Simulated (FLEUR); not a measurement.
**Collinear magnetic orders of MnAlGe with FLEUR**

A self-consistent run ends on one state, which hangs on the start. Several orders of MnAlGe are started in FLEUR and their energies compared.

Calculated with FLEUR MaX-R8.1; PBEsol; all-electron FLAPW, Dirac cores, scalar-relativistic bands.

## (1) The structure

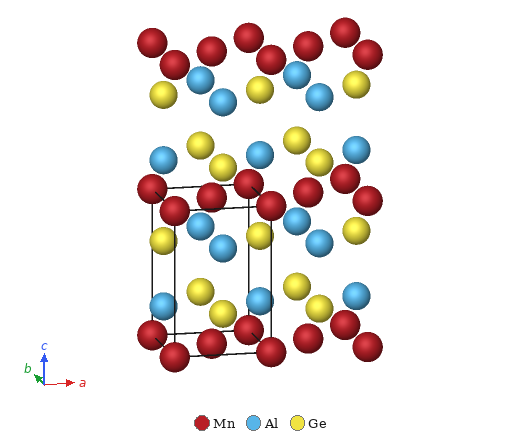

Start, viewed slightly off an axis; manganese red, aluminium blue, germanium yellow. 2×1×2 cells are drawn. Some periodic images of atoms are drawn too.

Coordinates:

```cif
data_structure
_symmetry_space_group_name_H-M 'P 1'
_symmetry_Int_Tables_number 1
_cell_length_a 3.9140
_cell_length_b 3.9140
_cell_length_c 5.9330
_cell_angle_alpha 90.000
_cell_angle_beta 90.000
_cell_angle_gamma 90.000
_cell_volume 90.89
loop_
_atom_site_label
_atom_site_type_symbol
_atom_site_fract_x
_atom_site_fract_y
_atom_site_fract_z
_atom_site_occupancy
Mn1 Mn 0.00000 0.00000 0.00000 1
Mn2 Mn 0.50000 0.50000 0.00000 1
Al3 Al 0.50000 0.00000 0.72700 1
Al4 Al 0.00000 0.50000 0.27300 1
Ge5 Ge 0.50000 0.00000 0.28000 1
Ge6 Ge 0.00000 0.50000 0.72000 1
```

## (2) Order 1, typed as ferro ++

The parallel start is the test of whether parallel moments hold.

inpgen writes inp.xml from crystal.txt; cutoffs, mixing, functional, smearing and local orbitals are then set in the file. The k list default-1 (kpts.xml, not shown) is a Γ-centred 8×8×8 mesh; where the ranks do not divide the number of points, some are split in two of half the weight.

Contents of inp.xml:

```
<?xml version="1.0" encoding="UTF-8" standalone="no"?>
<fleurInput fleurInputVersion="0.39">
   <comment>
      MnAlGe
   </comment>
   <calculationSetup>
      <cutoffs Kmax="4.05" Gmax="12.1" GmaxXC="12.1" numbands="0"/>
      <scfLoop itmax="90" minDistance="0.00002" maxIterBroyd="15" imix="Anderson" alpha="0.05" precondParam="0.0" spinf="2.0" sdNocoIR="T"/>
      <coreElectrons ctail="T" frcor="F" kcrel="0" coretail_lmax="0"/>
      <xcFunctional name="PBEs" relativisticCorrections="F"/>
      <magnetism jspins="2"/>
      <soc l_soc="F" theta="0.0" phi="0.0" spav="F"/>
      <expertModes spex="0" secvar="F"/>
      <geometryOptimization l_f="F" forcealpha="1.0" forcemix="BFGS" epsdisp="0.00001" epsforce="0.00001"/>
      <ldaU l_linMix="F" mixParam="0.05" spinf="1.0"/>
   </calculationSetup>
   <cell>
      <bzIntegration valenceElectrons="64.0" mode="hist" fermiSmearingEnergy="0.00183747">
         <kPointListSelection listName="default-1"/>
         <xi:include xmlns:xi="http://www.w3.org/2001/XInclude" href="kpts.xml"> </xi:include>
      </bzIntegration>
      <xi:include xmlns:xi="http://www.w3.org/2001/XInclude" href="sym.xml"> </xi:include>
      <bulkLattice scale="1.0">
         <bravaisMatrix>
            <row-1>    7.3963880516843998     0.0000000000000000     0.0000000000000000</row-1>
            <row-2>    0.0000000000000000     7.3963880516843998     0.0000000000000000</row-2>
            <row-3>    0.0000000000000000     0.0000000000000000    11.2117450972517982</row-3>
         </bravaisMatrix>
      </bulkLattice>
   </cell>
   <atomSpecies>
      <species name="Manganese 3.502" element="Mn" atomicNumber="25">
         <mtSphere radius="2.55" gridPoints="843" logIncrement="0.015"/>
         <atomicCutoffs lmax="10" lnonsphr="8"/>
         <electronConfig flipSpins="F">
            <coreConfig>(1s1/2) (2s1/2) (2p1/2) (2p3/2)</coreConfig>
            <valenceConfig>(3s1/2) (3p1/2) (3p3/2) (4s1/2) (3d3/2) (3d5/2)</valenceConfig>
            <stateOccupation state="(3d3/2)" spinUp="1.251" spinDown="0.749"/>
            <stateOccupation state="(3d5/2)" spinUp="3.0" spinDown="0.0"/>
         </electronConfig>
         <energyParameters s="4" p="4" d="3" f="4"/>
         <lo type="SCLO" l="0" n="3" eDeriv="0"/>
         <lo type="SCLO" l="1" n="3" eDeriv="0"/>
      </species>
      <species name="Aluminum (Al)" element="Al" atomicNumber="13">
         <mtSphere radius="1.85" gridPoints="613" logIncrement="0.018"/>
         <atomicCutoffs lmax="8" lnonsphr="6"/>
         <electronConfig flipSpins="F">
            <coreConfig>(1s1/2) (2s1/2) (2p1/2) (2p3/2)</coreConfig>
            <valenceConfig>(3s1/2) (3p1/2) (3p3/2)</valenceConfig>
            <stateOccupation state="(3p1/2)" spinUp="0.166667" spinDown="0.166667"/>
            <stateOccupation state="(3p3/2)" spinUp="0.333333" spinDown="0.333333"/>
         </electronConfig>
         <energyParameters s="3" p="3" d="3" f="4"/>
      </species>
      <species name="Germanium (Ge)" element="Ge" atomicNumber="32">
         <mtSphere radius="1.93" gridPoints="639" logIncrement="0.019"/>
         <atomicCutoffs lmax="8" lnonsphr="6"/>
         <electronConfig flipSpins="F">
            <coreConfig>(1s1/2) (2s1/2) (2p1/2) (2p3/2) (3s1/2) (3p1/2) (3p3/2)</coreConfig>
            <valenceConfig>(4s1/2) (3d3/2) (3d5/2) (4p1/2) (4p3/2)</valenceConfig>
            <stateOccupation state="(4p1/2)" spinUp="0.333333" spinDown="0.333333"/>
            <stateOccupation state="(4p3/2)" spinUp="0.666667" spinDown="0.666667"/>
         </electronConfig>
         <energyParameters s="4" p="4" d="3" f="4"/>
      </species>
   </atomSpecies>
   <atomGroups>
      <atomGroup species="Manganese 3.502">
         <relPos label="                   1">-1.000/4.000 -1.000/4.000 .0000000000</relPos>
         <relPos label="                   2">1.000/4.000 1.000/4.000 .0000000000</relPos>
         <force calculate="T" relaxXYZ="TTT"/>
      </atomGroup>
      <atomGroup species="Aluminum (Al)">
         <relPos label="                   3">1.000/4.000 -1.000/4.000 -.2730000000</relPos>
         <relPos label="                   4">-1.000/4.000 1.000/4.000 .2730000000</relPos>
         <force calculate="T" relaxXYZ="TTT"/>
      </atomGroup>
      <atomGroup species="Germanium (Ge)">
         <relPos label="                   5">1.000/4.000 -1.000/4.000 7.000/25.000</relPos>
         <relPos label="                   6">-1.000/4.000 1.000/4.000 -7.000/25.000</relPos>
         <force calculate="T" relaxXYZ="TTT"/>
      </atomGroup>
   </atomGroups>
   <output dos="F" band="F" slice="F">
      <bandDOS minEnergy="-.5*Htr" maxEnergy="0.5*Htr" sigma="0.015" storeEVData="T"/>
      <plotting iplot="0" polar="F">
         <plot TwoD="T" vec1="  1.0  0.0  0.0" vec2="  0.0  1.0  0.0" vec3="  0.0  0.0  1.0" zero="  0.0  0.0  0.0" file="plot"/>
      </plotting>
      <moessbauerParams electricFieldGradient="F" isomerShift="F" coreHyperfine="F" valenceHyperfine="F"/>
   </output>
</fleurInput>
```

Contents of crystal.txt:

```
MnAlGe
&input film=F cartesian=F /
3.91400000000  0.00000000000  0.00000000000
0.00000000000  3.91400000000  0.00000000000
0.00000000000  0.00000000000  5.93300000000
1.8897261246
1.0 1.0 1.0

6
25 0.00000000000  0.00000000000  0.00000000000 : 3.502
25 0.50000000000  0.50000000000  0.00000000000 : 3.502
13 0.50000000000  0.00000000000  0.72700000000
13 0.00000000000  0.50000000000  0.27300000000
32 0.50000000000  0.00000000000  0.28000000000
32 0.00000000000  0.50000000000  0.72000000000

&kpt div1=8 div2=8 div3=8 gamma=T /
```

Command:

```console
OMP_NUM_THREADS=1 inpgen -f crystal.txt > inpgen.log  # inp.xml is then edited as shown
OMP_NUM_THREADS=1 mpirun -n 4 fleur_MPI > fleur.log
```

Log:

```text
Welcome to FLEUR        (www.flapw.de)
      MaX-Release 8.1          (www.max-centre.eu)

 ========== k-point set info ==========
 Selected k-point list: default-1
 k-point list type: mesh
 0 x 0 x 0
 Number of k points: 76

 ------------Calculation Setup---------------------------
 Number of MPI-tasks      :            4
 Number of PE/node        :            4
 Number of OMP-threads    :            1
 k-points in parallel     :            4
 pe's per k-point         :            1
 No of k-point loops      :           19
 Eigenvalue solver        :       lapack
 Number of basis functions:          738
 Approximate size of matrices (H+S) per k-point:         0.008 GB
 --------------------------------------------------------
 Iteration:     1   Distance:      13.53835767 me/bohr^3
 Iteration:     2   Distance:      12.34766837 me/bohr^3
 Iteration:     3   Distance:      12.37496280 me/bohr^3
 Iteration:     4   Distance:      13.47366493 me/bohr^3
 Iteration:     5   Distance:       6.30043572 me/bohr^3
 Iteration:     6   Distance:       4.83115206 me/bohr^3
 Iteration:     7   Distance:       3.86583622 me/bohr^3
 Iteration:     8   Distance:       3.62851830 me/bohr^3
 Iteration:     9   Distance:       2.39635102 me/bohr^3
 Iteration:    10   Distance:       2.38678837 me/bohr^3
[... 11 iterations left out ...]
 Iteration:    22   Distance:       0.00355623 me/bohr^3
 Iteration:    23   Distance:       0.00592064 me/bohr^3
 Iteration:    24   Distance:       0.00257735 me/bohr^3
 Iteration:    25   Distance:       0.00060228 me/bohr^3
 Iteration:    26   Distance:       0.00066392 me/bohr^3
 Iteration:    27   Distance:       0.00011656 me/bohr^3
 Iteration:    28   Distance:       0.00002540 me/bohr^3
 Iteration:    29   Distance:       0.00005221 me/bohr^3
 Iteration:    30   Distance:       0.00005077 me/bohr^3
 Iteration:    31   Distance:       0.00001860 me/bohr^3

 ********************************************************************
 Run finished successfully
 Stop message:
   all done
 ********************************************************************

--- out.xml (last complete iteration) ---
<iteration numberForCurrentRun="   31" overallNumber="   31">
         [... left out ...]
         <bandgap value="0.0141803821" units="eV"/>
         <sumValenceSingleParticleEnergies value="-33.5563817757" units="Htr"/>
         <FermiEnergy value="0.3336959893" units="Htr"/>
         <valenceDensity>
            <mtCharges spin="1">
               <mtCharge atomType="1" total="8.2112672" s="1.2289333" p="3.3025481" d="3.6583262" f="0.0173176"/>
               <mtCharge atomType="2" total="0.3362823" s="0.1652616" p="0.1448430" d="0.0242334" f="0.0017084"/>
               <mtCharge atomType="3" total="5.6591077" s="0.3831613" p="0.3371786" d="4.9361429" f="0.0023027"/>
            </mtCharges>
            <mtCharges spin="2">
               <mtCharge atomType="1" total="6.3956723" s="1.2162628" p="3.2804582" d="1.8787672" f="0.0171572"/>
               <mtCharge atomType="2" total="0.3524457" s="0.1759829" p="0.1527412" d="0.0222824" f="0.0012800"/>
               <mtCharge atomType="3" total="5.6934902" s="0.3861618" p="0.3711085" d="4.9343294" f="0.0016877"/>
            </mtCharges>
            <spinDependentCharge spin="1" total="33.7181259" interstitial="5.3048115" mtSpheres="28.4133144"/>
            <spinDependentCharge spin="2" total="30.2818741" interstitial="5.3986577" mtSpheres="24.8832164"/>
            <totalCharge value="64.0000000000"/>
         </valenceDensity>
         [... left out ...]
         <allElectronCharges>
            <spinDependentCharge spin="1" total="71.7181259" interstitial="5.3334558" mtSpheres="66.3846701"/>
            <spinDependentCharge spin="2" total="68.2818740" interstitial="5.4273823" mtSpheres="62.8544917"/>
            <totalCharge value="139.9999999397"/>
         </allElectronCharges>
         <magneticMomentsInMTSpheres units="muBohr">
            <globalMagMoment atomType="1" vec="0.00000   0.00000   1.81559"/>
            <localMagMoment atomType="1" vec="0.00000   0.00000   1.81559"/>
            <globalMagMoment atomType="2" vec="0.00000   0.00000  -0.01613"/>
            <localMagMoment atomType="2" vec="0.00000   0.00000  -0.01613"/>
            <globalMagMoment atomType="3" vec="0.00000   0.00000  -0.03437"/>
            <localMagMoment atomType="3" vec="0.00000   0.00000  -0.03437"/>
         </magneticMomentsInMTSpheres>
         <moessbauerParams unitsHFF="kG" unitsIS="e/bohr^3" unitsEFG="Htr/bohr^2">
         </moessbauerParams>
         <totalEnergy value="    -6994.9556745883" units="Htr">
            <sumOfEigenvalues value="    -4007.5049396369">
               <coreElectrons value="-3973.9485578612"/>
               <valenceElectrons value="-33.5563817757"/>
            </sumOfEigenvalues>
            <densityCoulombPotentialIntegral value="-10733.3133084521"/>
            <densityEffectivePotentialIntegral value="-11119.9204384413"/>
            <chargeDenXCDenIntegral value="-295.1323251204"/>
            <FockExchangeEnergyValence value="0.0000000000"/>
            <FockExchangeEnergyCore value="0.0000000000"/>
            <atomTypeDependentContributions atomType="1">
               <electronNucleiInteractionDifferentMTs value="2768.5969038578"/>
               <MadelungTerm value="-11.4484973973"/>
            </atomTypeDependentContributions>
            <atomTypeDependentContributions atomType="2">
               <electronNucleiInteractionDifferentMTs value="569.5441259464"/>
               <MadelungTerm value="-16.8886282340"/>
            </atomTypeDependentContributions>
            <atomTypeDependentContributions atomType="3">
               <electronNucleiInteractionDifferentMTs value="5032.6835854896"/>
               <MadelungTerm value="-46.4204531212"/>
            </atomTypeDependentContributions>
            <tkbTimesEntropy value="0.0009746934"/>
            <freeEnergy value="-6994.9566492818"/>
            <extrapolationTo0K value="-6994.9561619350"/>
         </totalEnergy>
         <densityConvergence units="me/bohr^3">
            <chargeDensity spin="1" distance="0.0000043464"/>
            <chargeDensity spin="2" distance="0.0000161671"/>
            <overallChargeDensity distance="0.0000146488"/>
            <spinDensity distance="0.0000185997"/>
         </densityConvergence>
      </iteration>
```

The job ended after 3.8 min (4 MPI ranks of Arm Neoverse V2, shared host; peak memory 0.42 GiB).

Spin moment in the muffin-tin sphere by atom:

| atom | spin moment in the muffin-tin sphere (μB) |
| --- | --- |
| Mn1 | 1.82 |
| Mn2 | 1.82 |
| Al3 | -0.02 |
| Al4 | -0.02 |
| Ge5 | -0.03 |
| Ge6 | -0.03 |

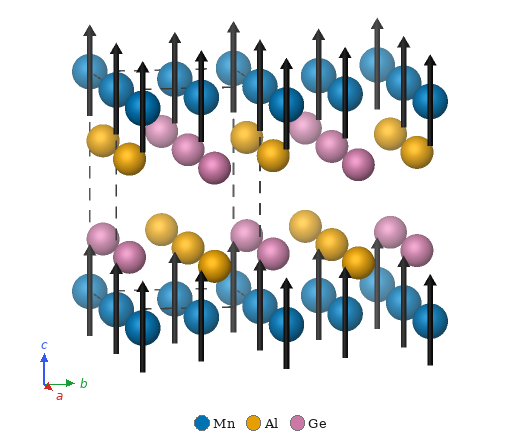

Spin moment in the muffin-tin sphere as arrows, the longest 1.82 μB. Up and down stand for the sign. Arrows give size and sign along the axis of quantisation, drawn up and down the page. 2×2×1 cells are drawn. Some periodic images of atoms are drawn too.

This step gave:

```
free energy                                                       : -190342.4672 eV
program's band gap on this mesh (in a metal only a level spacing) : 0.01418 eV
magnetization                                                     : 3.436 μB
final state                                                       : ferromagnetic
```

After 31 cycles the largest moment stands at 1.82 μB.

(Part 1 of 2 ends here.)

[Logs and program files are shortened in this print: banners, set-up blocks, solver, clock and traceback lines can be left out without a mark of their own.]

[Logs are printed without paths, hosts, clocks, repeated set-up lines and the standing remarks that a program may print on its own settings, such as how far it seeks lower states.]

[Hosts, paths, dates, database ids (printed as entryN), source tags and the programs' standing remarks are cut or masked in the printed files.]

[Where a cell is said to come from a database of computed structures, the database is the Materials Project.]
